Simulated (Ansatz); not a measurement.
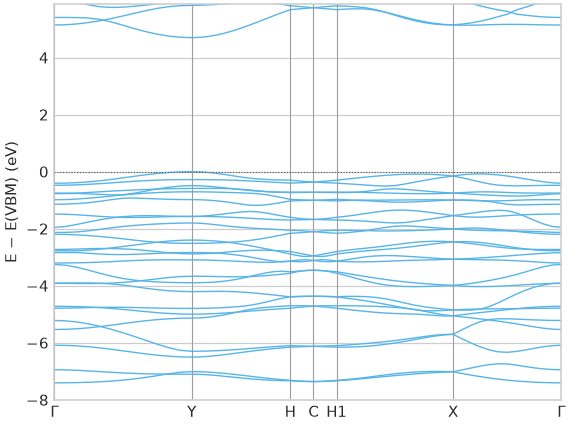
*Band structure from DFT-r²SCAN+D4 in the program Ansatz with PAW potentials*

Question: Read off the gap and where the band edges lie.

Answer: About 4.7 eV (4.70 eV by a search for the band edges); maximum at Y, minimum at Y.

The material is monolayer PHPbO₄ (Pc in the vacuum cell, 14 atoms; H with 1 neighbours, P with 4 neighbours (tetrahedral), Pb with 5 neighbours, O with 2 neighbours (bent)).

The layer was cut from a bulk entry of the Materials Project (measured or hypothetical); whether that bulk phase is the ambient one, and whether the layer has been isolated, was not checked. Symmetry was held in the r²SCAN+D4 relaxation; whether a distortion lowers the energy is not shown. Spin–orbit coupling is left out wherever it is not named.

Potentials: the later of the program's two PAW sets.
